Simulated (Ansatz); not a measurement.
# Pt(111) with 4 thermally displaced layers, 2x2: scattering by thermal displacements, part 2 of 2

How much do lattice vibrations at 80 K scatter the electrons of Pt? Layers with random displacements are laid between perfect leads, and the resistance is followed against their length.

Ansatz 0.2.0; Ansatz plane-wave DFT, PBE, PAW files; ballistic transport by layer matching (Landauer), zero bias; PAW set soft_1.

So far, open channels per spin nearest the Fermi level: step 2 (with 4 displaced layers) 6.89.

## Step 3: With 8 displaced layers

System of this step: Pt(111) with 8 thermally displaced layers, 2x2. The cell holds 56 atoms: 56 Pt. Its edges and angles: a = 5.546 Å, b = 5.546 Å, c = 31.740 Å, α = 87.5°, β = 92.5°, γ = 120.0°. It derives from Pt. Regions: lead, 24 atoms (24 Pt); scattering region, 32 atoms (32 Pt). The structure is stacked along c, and the current runs across the ab planes.

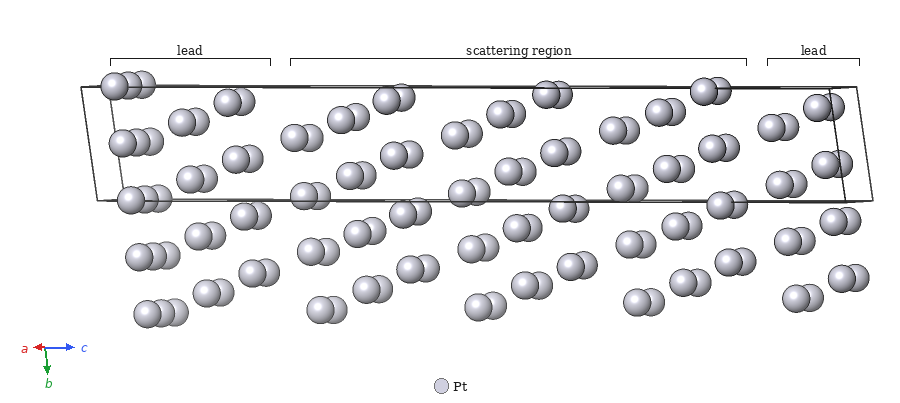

The cell of this step (platinum light grey). 1×2×1 cells are drawn. Some periodic images of atoms are drawn too.

The input, input.yaml:

```yaml
crystal:
  lattice:
    - [5.5462627489, 0.0, 0.0]
    - [-2.7731313745, 4.8032044366, 0.0]
    - [-1.3865656872, 0.8005340728, 31.6995319999]
  atoms:
    - { symbol: Pt, position: [0.005952381, 0.994047619, 0.0357142857] }
    - { symbol: Pt, position: [0.005952381, 0.494047619, 0.0357142857] }
    - { symbol: Pt, position: [0.505952381, 0.994047619, 0.0357142857] }
    - { symbol: Pt, position: [0.505952381, 0.494047619, 0.0357142857] }
    - { symbol: Pt, position: [0.1845238095, 0.3154761905, 0.1071428571] }
    - { symbol: Pt, position: [0.1845238095, 0.8154761905, 0.1071428571] }
    - { symbol: Pt, position: [0.6845238095, 0.3154761905, 0.1071428571] }
    - { symbol: Pt, position: [0.6845238095, 0.8154761905, 0.1071428571] }
    - { symbol: Pt, position: [0.3630952381, 0.1369047619, 0.1785714286] }
    - { symbol: Pt, position: [0.3630952381, 0.6369047619, 0.1785714286] }
    - { symbol: Pt, position: [0.8630952381, 0.1369047619, 0.1785714286] }
    - { symbol: Pt, position: [0.8630952381, 0.6369047619, 0.1785714286] }
    - { symbol: Pt, position: [0.0582198101, 0.968042032, 0.2504025323] }
    - { symbol: Pt, position: [0.0339947048, 0.4581769879, 0.2507394147] }
    - { symbol: Pt, position: [0.534922002, 0.9611897667, 0.2504841732] }
    - { symbol: Pt, position: [0.5416222233, 0.4496554424, 0.2492546972] }
    - { symbol: Pt, position: [0.2134071855, 0.2707396945, 0.323387693] }
    - { symbol: Pt, position: [0.2182197855, 0.7822558315, 0.3211373305] }
    - { symbol: Pt, position: [0.7354581505, 0.2894578763, 0.3221419425] }
    - { symbol: Pt, position: [0.7063745553, 0.7800203167, 0.3221986353] }
    - { symbol: Pt, position: [0.4033180395, 0.0962552469, 0.3949093492] }
    - { symbol: Pt, position: [0.3880259551, 0.5960974951, 0.3939103281] }
    - { symbol: Pt, position: [0.9066030709, 0.1160398164, 0.3930694798] }
    - { symbol: Pt, position: [0.8931251511, 0.5985887021, 0.3916281401] }
    - { symbol: Pt, position: [0.0716079611, 0.9271960955, 0.4649403052] }
    - { symbol: Pt, position: [0.0832271875, 0.4166926212, 0.4661882255] }
    - { symbol: Pt, position: [0.5813012883, 0.934403612, 0.4637982498] }
    - { symbol: Pt, position: [0.5737682372, 0.4242821922, 0.4654474823] }
    - { symbol: Pt, position: [0.2545608577, 0.2399468853, 0.5342036148] }
    - { symbol: Pt, position: [0.2489841202, 0.7475985056, 0.5368290402] }
    - { symbol: Pt, position: [0.7510654819, 0.2358974671, 0.536697629] }
    - { symbol: Pt, position: [0.7451760416, 0.7386304675, 0.5364137637] }
    - { symbol: Pt, position: [0.4213652013, 0.0684574458, 0.6064877311] }
    - { symbol: Pt, position: [0.4349838849, 0.5648755237, 0.6073705069] }
    - { symbol: Pt, position: [0.9364406855, 0.0595721182, 0.6087433676] }
    - { symbol: Pt, position: [0.9425526974, 0.5715293814, 0.6084548914] }
    - { symbol: Pt, position: [0.1213168054, 0.8931650067, 0.6786565728] }
    - { symbol: Pt, position: [0.1032638903, 0.3860453639, 0.6777046926] }
    - { symbol: Pt, position: [0.6047901008, 0.8889326937, 0.6779310479] }
    - { symbol: Pt, position: [0.6026396224, 0.3791012541, 0.6788737578] }
    - { symbol: Pt, position: [0.2988882579, 0.2181663964, 0.7499843273] }
    - { symbol: Pt, position: [0.3038013506, 0.7185411169, 0.7512954789] }
    - { symbol: Pt, position: [0.7810702913, 0.217402965, 0.750382528] }
    - { symbol: Pt, position: [0.7958463338, 0.7110209895, 0.7504311151] }
    - { symbol: Pt, position: [0.4702380952, 0.0297619048, 0.8214285714] }
    - { symbol: Pt, position: [0.4702380952, 0.5297619048, 0.8214285714] }
    - { symbol: Pt, position: [0.9702380952, 0.0297619048, 0.8214285714] }
    - { symbol: Pt, position: [0.9702380952, 0.5297619048, 0.8214285714] }
    - { symbol: Pt, position: [0.1488095238, 0.8511904762, 0.8928571429] }
    - { symbol: Pt, position: [0.1488095238, 0.3511904762, 0.8928571429] }
    - { symbol: Pt, position: [0.6488095238, 0.8511904762, 0.8928571429] }
    - { symbol: Pt, position: [0.6488095238, 0.3511904762, 0.8928571429] }
    - { symbol: Pt, position: [0.3273809524, 0.1726190476, 0.9642857143] }
    - { symbol: Pt, position: [0.3273809524, 0.6726190476, 0.9642857143] }
    - { symbol: Pt, position: [0.8273809524, 0.1726190476, 0.9642857143] }
    - { symbol: Pt, position: [0.8273809524, 0.6726190476, 0.9642857143] }
kpoints:
  mp_grid: { grid: [5, 5, 1] }
hamiltonian:
  xc: pbe
  pseudopotentials: { kind: paw, azcp: { folder: soft_1 } }
scf:
  occupations: { method: fermi_dirac, width: 0.1 }
output:
  transmission:
    leads: [[0, 4]]
    kmesh: [10, 10]
    e_range: [-0.05, 0.05]
    de: 0.05
  write_potential: true
  write_density: true
  volumetric_format: npy
```

Launch:

```
ansatz run input.yaml --threads 4 --pin off --max-ram 15360MiB --backend cpu --events-out ev --progress --plain --runs-dir out
```

Numbers of over 12 decimals in the logs are rounded to 6 here.

The log of the run:

```text
[...]
Crystal: 56 atoms, lattice volume = 844.470 Å³
Basis set: ecut = 420 eV, 16521 PW (Γ)
Bands: 605, of which v1, the nominal top of the filled ones, is band 504 counted from 1 (503 counted from 0)
Symmetry: 1 space group operations
[...]
k-points: 13 of 25 (time reversal used)
[...]
SCF iter   1: F=—  HF=-701401.373834 eV  |F-HF|=—  |Δ(HF+E_count)|=         —  Δρ=8.56e-2  dr2=5.89e1  ethr=3.10e-3  ⟨swp⟩=4.5  Hψ=23332  notcnv=0  defer=271
[...]
SCF iter   9: F=-701382.974059 eV  HF=-701382.974059 eV  |F-HF|=3.96e-8  |Δ(HF+E_count)|=   1.96e-8  Δρ=7.46e-7  dr2=4.12e-8  ethr=9.92e-12  ⟨swp⟩=7.8  Hψ=23448  notcnv=0
SCF 1 converged in 9 iterations: F = -701382.974059 eV  dr2 = 4.12e-8
[...]
transmission: 300 of 2964 steps passed
transmission: 594 of 2964 steps passed
[...]
transmission: 2964 of 2964 steps passed
SCF converged after 9 iterations
Free energy (F): -701382.974059 eV
[...]
Internal energy: -701379.876274 eV  (E = F + TS)
E sigma→0 (E₀):  -701381.425166 eV
Entropy (-TS):   -3.097785 eV (-55.318 meV/atom)
Fermi energy:    23.427370 eV
[...]
--- Band table (eV; the first three rows and the last of 13) ---
  k-point 0: bands = [... 500 lower, 23.6277, 23.6309, 23.6364, 23.6402, 23.6527, 23.6802, 23.6933, 23.7089, ... 97 higher]
  k-point 1: bands = [... 500 lower, 23.4094, 23.4192, 23.4406, 23.4562, 23.4658, 23.4740, 23.4911, 23.5131, ... 97 higher]
  k-point 2: bands = [... 500 lower, 23.4508, 23.4559, 23.4631, 23.4720, 23.4758, 23.5218, 23.5308, 23.5389, ... 97 higher]
  k-point 12: bands = [... 500 lower, 23.3039, 23.3276, 23.3574, 23.3968, 23.4067, 23.4248, 23.4524, 23.4932, ... 97 higher]
--- Transmission ---
  basis      : 241 plane waves across, 57 finite elements along
  points     : 52, standing for a mesh of 10 x 10
[...]
channels       : 6.890000e0 a spin
[...]
junction   : crystal 0 to crystal 0, 0.70 to 30.13 Å
    transmission   : 6.104209e0 a spin
[...]
```

Run time: 16 min. Hardware: 4 threads of Arm Neoverse V1, shared host; peak memory 9.6 GiB; 62 min of CPU time.

Numbers from this step:

```
free energy                                   : -701382.9741 eV
energy at zero smearing                       : -701381.4252 eV
transmission per spin nearest the Fermi level : 6.104
step of the lead's potential                  : 2.5 meV
```

Per spin. Table of transmission, zone mean by energy, zero at the Fermi level:

```csv
energy (eV),"transmission, zone mean"
-0.0500,6.32
0.0000,6.10
0.0500,5.69
```

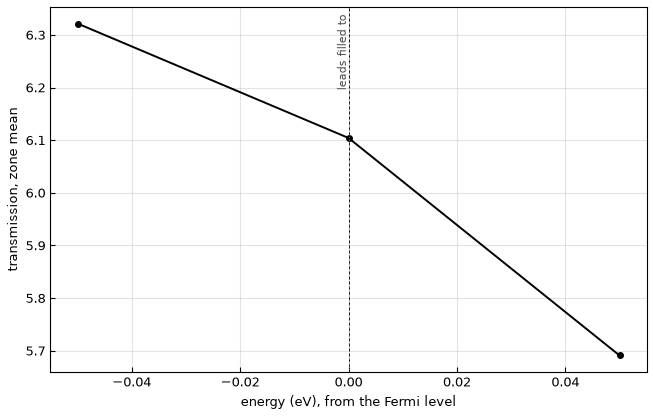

Transmission, zone mean, plotted against energy.

Over the solved energies the transmission per spin lies between 5.69 and 6.32, out of 6.74 channels of the lead on average (up to 7.12).

## Step 4: With 12 displaced layers

System of this step: Pt(111) with 12 thermally displaced layers, 2x2. The cell holds 72 atoms: 72 Pt. Cell: a = 5.546 Å, b = 5.546 Å, c = 40.757 Å, α = 90.0°, β = 90.0°, γ = 120.0°. It derives from Pt. Regions: lead, 24 atoms (24 Pt); scattering region, 48 atoms (48 Pt). The structure is stacked along c, and the current runs across the ab planes.

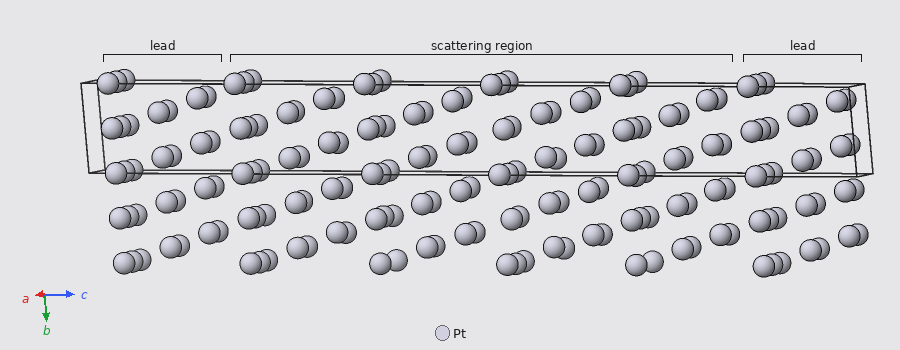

The cell of this step (platinum light grey). 1×2×1 cells are drawn. Some periodic images of atoms are drawn too.

The input, input.yaml:

```yaml
crystal:
  lattice:
    - [5.5462627489, 0.0, 0.0]
    - [-2.7731313745, 4.8032044366, 0.0]
    - [0.0, 0.0, 40.7565411427]
  atoms:
    - { symbol: Pt, position: [0.0, 0.0, 0.0277777778] }
    - { symbol: Pt, position: [0.0, 0.5, 0.0277777778] }
    - { symbol: Pt, position: [0.5, 0.0, 0.0277777778] }
    - { symbol: Pt, position: [0.5, 0.5, 0.0277777778] }
    - { symbol: Pt, position: [0.1666666667, 0.3333333333, 0.0833333333] }
    - { symbol: Pt, position: [0.1666666667, 0.8333333333, 0.0833333333] }
    - { symbol: Pt, position: [0.6666666667, 0.3333333333, 0.0833333333] }
    - { symbol: Pt, position: [0.6666666667, 0.8333333333, 0.0833333333] }
    - { symbol: Pt, position: [0.3333333333, 0.1666666667, 0.1388888889] }
    - { symbol: Pt, position: [0.3333333333, 0.6666666667, 0.1388888889] }
    - { symbol: Pt, position: [0.8333333333, 0.1666666667, 0.1388888889] }
    - { symbol: Pt, position: [0.8333333333, 0.6666666667, 0.1388888889] }
    - { symbol: Pt, position: [0.0007222672, 0.9973320279, 0.19277853] }
    - { symbol: Pt, position: [0.996311594, 0.4940254816, 0.1953907142] }
    - { symbol: Pt, position: [0.4984512996, 0.0006205117, 0.193700153] }
    - { symbol: Pt, position: [0.4966699638, 0.4999142693, 0.1931431918] }
    - { symbol: Pt, position: [0.1682081073, 0.3325448482, 0.2489612583] }
    - { symbol: Pt, position: [0.1531347402, 0.8371470921, 0.2497393036] }
    - { symbol: Pt, position: [0.6623769729, 0.3315778844, 0.2515913112] }
    - { symbol: Pt, position: [0.6666680101, 0.8339772152, 0.2486972601] }
    - { symbol: Pt, position: [0.3473482642, 0.1734867881, 0.3064902365] }
    - { symbol: Pt, position: [0.3370471941, 0.6734805946, 0.305880521] }
    - { symbol: Pt, position: [0.8367151234, 0.1655353445, 0.3042643662] }
    - { symbol: Pt, position: [0.8327649268, 0.6522831979, 0.3053453607] }
    - { symbol: Pt, position: [0.994807335, 0.9922479281, 0.3616482334] }
    - { symbol: Pt, position: [0.9970866381, 0.4967525514, 0.3615665149] }
    - { symbol: Pt, position: [0.5020944583, 0.0103249441, 0.3614190009] }
    - { symbol: Pt, position: [0.4897201256, 0.4855473602, 0.3599654629] }
    - { symbol: Pt, position: [0.1734751403, 0.3329571694, 0.4164186369] }
    - { symbol: Pt, position: [0.1724779547, 0.8237987958, 0.4161536052] }
    - { symbol: Pt, position: [0.6658036086, 0.3376918552, 0.4160853812] }
    - { symbol: Pt, position: [0.656751826, 0.8214014998, 0.4173056082] }
    - { symbol: Pt, position: [0.3367523499, 0.1631255333, 0.4723653151] }
    - { symbol: Pt, position: [0.3232582209, 0.6631594567, 0.4734293667] }
    - { symbol: Pt, position: [0.8427941217, 0.1838406895, 0.4715326074] }
    - { symbol: Pt, position: [0.8363423147, 0.6652133795, 0.472717903] }
    - { symbol: Pt, position: [0.997867751, 0.9958283494, 0.5270177081] }
    - { symbol: Pt, position: [0.0194503728, 0.4994250576, 0.5260110961] }
    - { symbol: Pt, position: [0.4983446792, 0.0050401895, 0.5273397488] }
    - { symbol: Pt, position: [0.5124836254, 0.5074512998, 0.5276443226] }
    - { symbol: Pt, position: [0.1598921605, 0.3258641729, 0.5827201325] }
    - { symbol: Pt, position: [0.1616596197, 0.8422861798, 0.5847268558] }
    - { symbol: Pt, position: [0.6541881788, 0.3245493257, 0.5817840407] }
    - { symbol: Pt, position: [0.6489163478, 0.8102424649, 0.5823326477] }
    - { symbol: Pt, position: [0.340397551, 0.1640971195, 0.6396375415] }
    - { symbol: Pt, position: [0.3367294937, 0.6797545382, 0.6390634124] }
    - { symbol: Pt, position: [0.8403608512, 0.1856400398, 0.6386046376] }
    - { symbol: Pt, position: [0.8262220616, 0.6681675591, 0.6388548677] }
    - { symbol: Pt, position: [0.003439075, 0.9931490598, 0.6951494112] }
    - { symbol: Pt, position: [0.0030080154, 0.495036765, 0.6945874532] }
    - { symbol: Pt, position: [0.5033707209, 0.0174374992, 0.6938275878] }
    - { symbol: Pt, position: [0.4931218602, 0.4920771226, 0.6941412273] }
    - { symbol: Pt, position: [0.1694825089, 0.3390406726, 0.7494651874] }
    - { symbol: Pt, position: [0.1602060155, 0.8228038989, 0.74927516] }
    - { symbol: Pt, position: [0.6882774129, 0.3410733857, 0.7493154389] }
    - { symbol: Pt, position: [0.6544310866, 0.8260813654, 0.7499809979] }
    - { symbol: Pt, position: [0.3307903042, 0.1611334828, 0.8044284609] }
    - { symbol: Pt, position: [0.3441687984, 0.6700242579, 0.8052274178] }
    - { symbol: Pt, position: [0.8299446851, 0.1627304167, 0.8029834532] }
    - { symbol: Pt, position: [0.830098984, 0.6587088045, 0.8046771609] }
    - { symbol: Pt, position: [0.0, 0.0, 0.8611111111] }
    - { symbol: Pt, position: [0.0, 0.5, 0.8611111111] }
    - { symbol: Pt, position: [0.5, 0.0, 0.8611111111] }
    - { symbol: Pt, position: [0.5, 0.5, 0.8611111111] }
    - { symbol: Pt, position: [0.1666666667, 0.3333333333, 0.9166666667] }
    - { symbol: Pt, position: [0.1666666667, 0.8333333333, 0.9166666667] }
    - { symbol: Pt, position: [0.6666666667, 0.3333333333, 0.9166666667] }
    - { symbol: Pt, position: [0.6666666667, 0.8333333333, 0.9166666667] }
    - { symbol: Pt, position: [0.3333333333, 0.1666666667, 0.9722222222] }
    - { symbol: Pt, position: [0.3333333333, 0.6666666667, 0.9722222222] }
    - { symbol: Pt, position: [0.8333333333, 0.1666666667, 0.9722222222] }
    - { symbol: Pt, position: [0.8333333333, 0.6666666667, 0.9722222222] }
kpoints:
  mp_grid: { grid: [5, 5, 1] }
hamiltonian:
  xc: pbe
  pseudopotentials: { kind: paw, azcp: { folder: soft_1 } }
scf:
  occupations: { method: fermi_dirac, width: 0.1 }
output:
  transmission:
    leads: [[0, 4]]
    kmesh: [10, 10]
    e_range: [-0.05, 0.05]
    de: 0.05
  write_potential: true
  write_density: true
  volumetric_format: npy
```

The log of the run:

```text
[...]
Crystal: 72 atoms, lattice volume = 1085.747 Å³
Basis set: ecut = 420 eV, 21305 PW (Γ)
Bands: 778, of which v1, the nominal top of the filled ones, is band 648 counted from 1 (647 counted from 0)
Symmetry: 1 space group operations
[...]
k-points: 13 of 25 (time reversal used)
[...]
SCF iter   1: F=—  HF=-901801.438822 eV  |F-HF|=—  |Δ(HF+E_count)|=         —  Δρ=8.57e-2  dr2=7.62e1  ethr=3.10e-3  ⟨swp⟩=4.8  Hψ=30366  notcnv=0  defer=386
[...]
SCF iter  10: F=-901777.720602 eV  HF=-901777.720602 eV  |F-HF|=5.59e-9  |Δ(HF+E_count)|=   1.16e-9  Δρ=2.66e-7  dr2=6.19e-9  ethr=7.72e-12  ⟨swp⟩=8.1  Hψ=26874  notcnv=0
SCF 1 converged in 10 iterations: F = -901777.720602 eV  dr2 = 6.19e-9
[...]
transmission: 392 of 3900 steps passed
transmission: 782 of 3900 steps passed
[...]
transmission: 3900 of 3900 steps passed
SCF converged after 10 iterations
Free energy (F): -901777.720602 eV
[...]
Internal energy: -901773.681940 eV  (E = F + TS)
E sigma→0 (E₀):  -901775.701271 eV
Entropy (-TS):   -4.038662 eV (-56.093 meV/atom)
Fermi energy:    23.425767 eV
[...]
--- Band table (eV; the first three rows and the last of 13) ---
  k-point 0: bands = [... 644 lower, 23.6104, 23.6324, 23.6410, 23.6453, 23.6542, 23.6576, 23.6640, 23.6999, ... 126 higher]
  k-point 1: bands = [... 644 lower, 23.4154, 23.4188, 23.4281, 23.4389, 23.4552, 23.4600, 23.4752, 23.4871, ... 126 higher]
  k-point 2: bands = [... 644 lower, 23.4360, 23.4379, 23.4781, 23.5022, 23.5110, 23.5164, 23.5233, 23.5302, ... 126 higher]
  k-point 12: bands = [... 644 lower, 23.3272, 23.3509, 23.4128, 23.4171, 23.4241, 23.4316, 23.4380, 23.4404, ... 126 higher]
--- Transmission ---
  basis      : 241 plane waves across, 75 finite elements along
  points     : 52, standing for a mesh of 10 x 10
[...]
channels       : 6.890000e0 a spin
[...]
junction   : crystal 0 to crystal 0, 0.70 to 39.19 Å
    transmission   : 5.527889e0 a spin
[...]
```

Elapsed: 28 min, on 4 threads; peak memory 8.4 GiB.

This step gave:

```
free energy                                   : -901777.7206 eV
energy at zero smearing                       : -901775.7013 eV
transmission per spin nearest the Fermi level : 5.528
step of the lead's potential                  : 8.9 meV
```

Per spin. Table of transmission, zone mean by energy, zero at the Fermi level:

```csv
energy (eV),"transmission, zone mean"
-0.0500,5.75
0.0000,5.53
0.0500,5.27
```

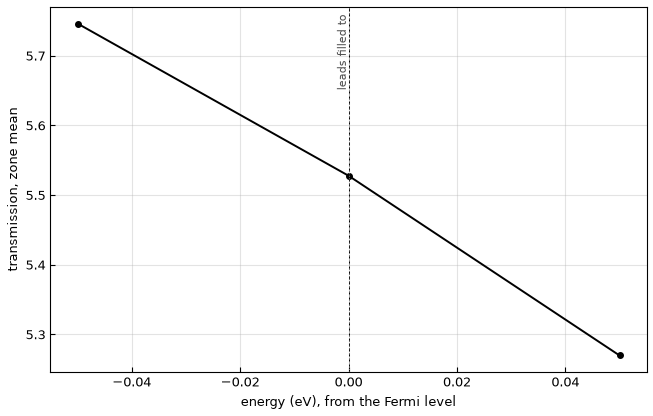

Transmission, zone mean against energy.

Over the solved energies the transmission per spin lies between 5.27 and 5.75, out of 6.71 channels of the lead on average (up to 7.04).

## Step 5: Resistance against length

This step: Ansatz plane-wave DFT, PBE, PAW files; ballistic transport by layer matching (Landauer), zero bias; resistivity from the slope of the area resistance; PAW set soft_1 (Ansatz 0.2.0).

Numbers from this step:

* resistivity: 4.594 µΩ cm
* intercept: -0.01701 fΩ m²
* scatter about the fit: 0.004943 fΩ m²

Resistance, by row:

```csv
run,length (Å),T,channels N,RA (fΩ m²)
n4,9.057,6.4,6.753,0.02809
n8,18.11,6.039,6.74,0.05922
n12,27.17,5.515,6.713,0.1113
```

The area resistance by length of the displaced region:

```csv
length of the displaced region (Å),area resistance (fΩ m²)
9.06,0.0281
18.11,0.0592
27.17,0.111
```

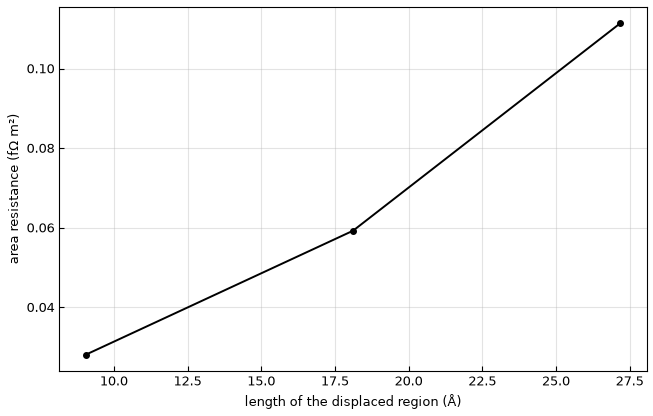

Area resistance, plotted against length of the displaced region.

The area resistance goes from 0.028 to 0.11 fΩ m² between 9.1 and 27.2 Å, a slope of 4.6 µΩ cm.

By hand from the end points: (0.1113 − 0.02809) fΩ m² / (27.17 − 9.06) Å = 4.6 µΩ cm, since 1 fΩ m² per Å is 1000 µΩ cm.

## Step 6: What came out

```yaml
resistivity_from_the_slope: 4.59 µΩ cm
area_resistance_over_9p06_a: 0.0281 fΩ m²
area_resistance_over_18p1_a: 0.0592 fΩ m²
area_resistance_over_27p2_a: 0.111 fΩ m²
```

The slope gives 4.6 µΩ cm. The points scatter by 0.0049 fΩ m² about the line, with one random draw a length in a 2x2 cell, so the slope is a rough value. The mean square of the displacements drawn is 0.78, 0.99 and 1.2 of the nominal one at the three lengths; with each resistance scaled back by that, the slope is 3.2 µΩ cm, the value used below. Read with a model of isotropic scattering on a spherical Fermi surface and the lead's 2.0×10¹⁵ S/m², this slope means a mean free path near 136 Å; over these lengths the model's slope is 1.15 times its bulk resistivity, which would be 2.8 µΩ cm. This far under the Debye temperature the model doesn't describe a real metal: frozen displacements count zero-point motion as scattering and turn electrons through all angles, while in the metal the short-wave phonons freeze out. The measured value is 1.922 µΩ cm (CRC Handbook of Chemistry and Physics, 84th ed., 2003, Electrical Resistivity of Pure Metals); the scaled slope is 1.7 times that and the corrected value 1.5: clearly high. Spin-orbit coupling is left out, which matters for Pt.

[Logs are printed without paths, hosts, clocks, repeated set-up lines and the standing remarks that a program may print on its own settings, such as how far it seeks lower states.]

[Hosts, paths, dates, database ids (printed as entryN), source tags and the programs' standing remarks are cut or masked in the printed files.]
